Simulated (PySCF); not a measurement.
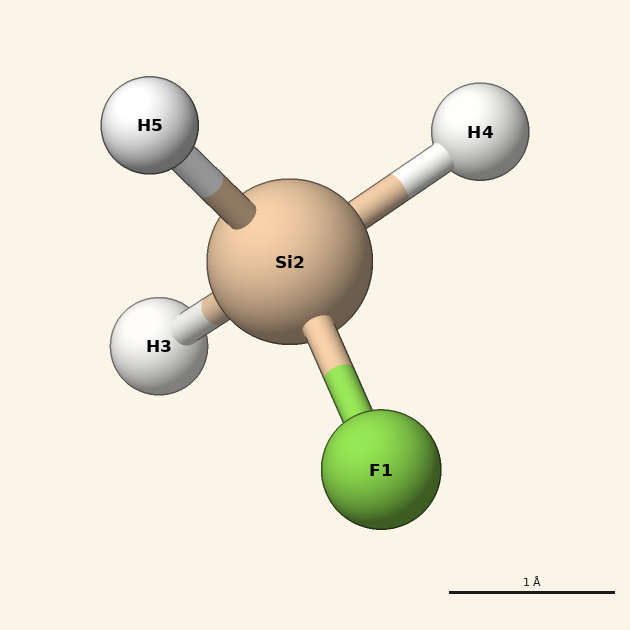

The view is orthographic, and the bar gives the scale. Computed geometry: PBE0-D3(BJ)/def2-SVP optimisation. No frequency run is at hand to confirm it as a minimum.

Give an XYZ file in the frame of the picture: x to the right, y up, z towards the viewer, origin at the mean of the atomic positions.

```xyz
5
FH3Si
F    0.54  -1.24   0.83
Si  -0.01   0.03  -0.02
H   -0.81  -0.48  -1.17
H    1.15   0.82  -0.51
H   -0.87   0.86   0.87
```
